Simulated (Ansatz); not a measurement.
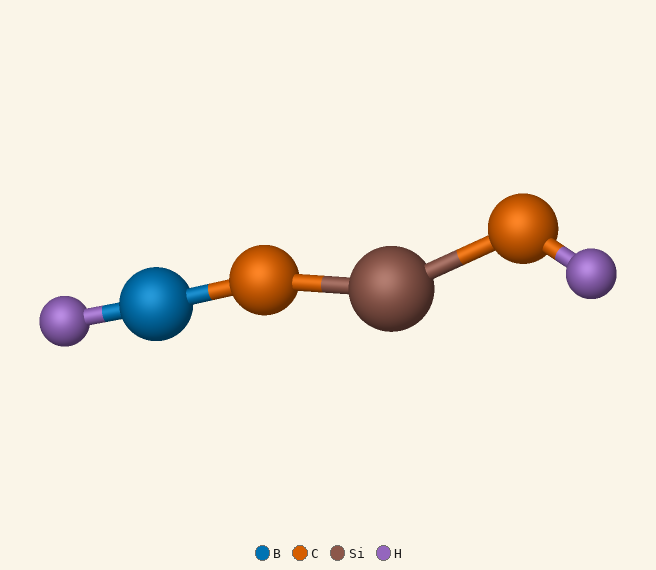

State: charge +1, singlet. The geometry was computed by an optimisation with PBE0-D4/def2-TZVP. No frequency run is at hand to confirm it as a minimum.

Give the structural formula.

SMILES: B=C=[Si]=[CH+]

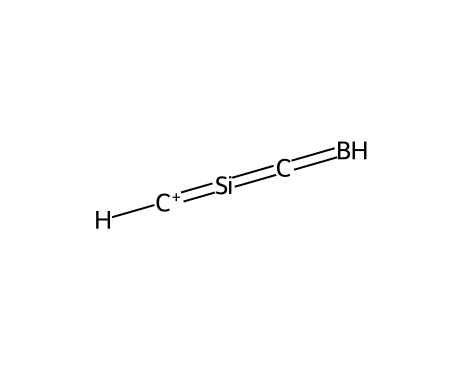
